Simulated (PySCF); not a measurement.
**C₇H₁₄BFSi: density, localisation and related maps**

```xyz
24

C     3.2415    0.4497    0.1300
C     2.7900   -0.9602   -0.2232
C     1.4380   -0.9839   -0.9299
Si   -0.0133   -0.3766    0.1662
B     0.1636    1.5363    0.6355
F     0.0307    1.9346    1.8891
C    -1.5911   -0.6878   -0.8522
C    -2.7896   -1.4025   -0.2603
C    -2.9208   -0.1222   -0.4053
C    -3.6429    1.1440   -0.2743
H     2.5320    0.9233    0.8089
H     4.2169    0.4313    0.6115
H     3.3117    1.0617   -0.7668
H     3.5470   -1.4167   -0.8682
H     2.7312   -1.5607    0.6870
H     1.5003   -0.3691   -1.8301
H     1.2358   -2.0020   -1.2642
H    -0.0702   -1.2929    1.3288
H     0.3414    2.4286   -0.1187
H    -1.4505   -0.7915   -1.9298
H    -3.1601   -2.3515    0.0357
H    -3.0754    1.8206    0.3673
H    -3.7463    1.6195   -1.2500
H    -4.6317    0.9881    0.1540
```

Geometry: GFN2-xTB.

Computed with PySCF, PBE0/pcSseg-1, SCF density, gas phase, non-relativistic.

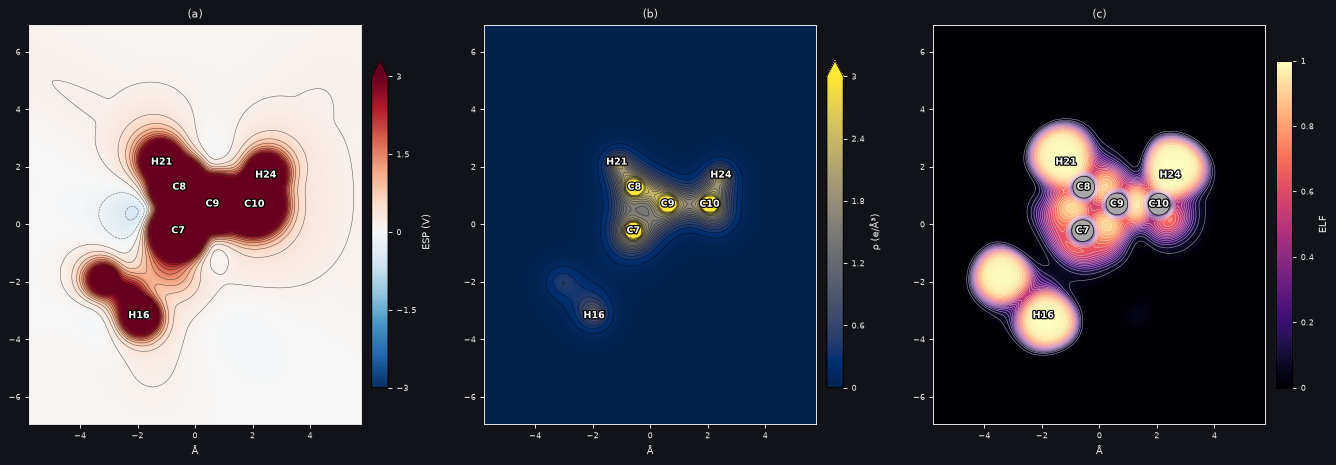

Figure 1. (a) electrostatic potential; (b) electron density; (c) ELF on the plane of atoms C7, C9 and C10. Grey discs cover the atomic cores in the ELF map.

Q: What does the map show?

A: The section cuts through C and H sites.
C–C (1.30 Å): ρ is about 2.3 e/Å³ halfway; the ELF peaks at about 0.85 between the atoms (a short, multiple covalent bond).
C–H (1.06 Å): the density is about 2.1 e/Å³ at the midpoint; the ELF climbs to about 1 towards the hydrogen, as it does in any bond to H; an ordinary covalent bond to hydrogen.
C–C (1.46 Å): the density is about 1.8 e/Å³ at the midpoint; the ELF peaks at about 0.95 between the atoms, as expected for a shared electron pair.
Outside the dense part of the molecule the potential is most negative (−0.5 V) near C7.

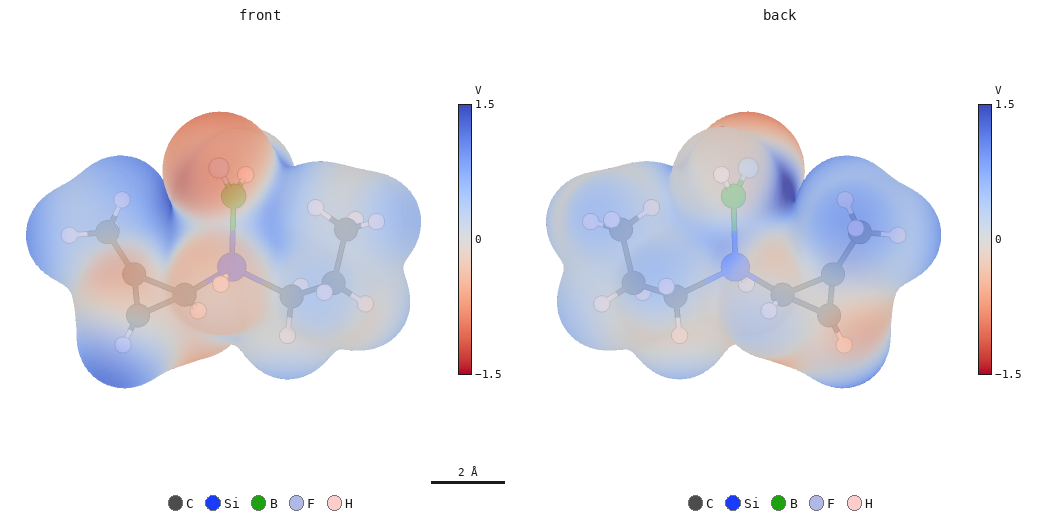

Figure 2. The electrostatic potential painted on the density surface at 0.002 e/bohr³, seen from the front and from behind; the colour scale runs from red (negative) to blue (positive).

Q: Which sites attract a positive test charge, and which a negative one?

A: A positive charge is drawn to the negative regions and a negative charge to the positive ones. The most negative region (about −0.8 V) lies over F6, the most positive (about +1.4 V) over B5.

Q: How polar is the molecule by this calculation?

A: Its dipole moment is 1.30 D.
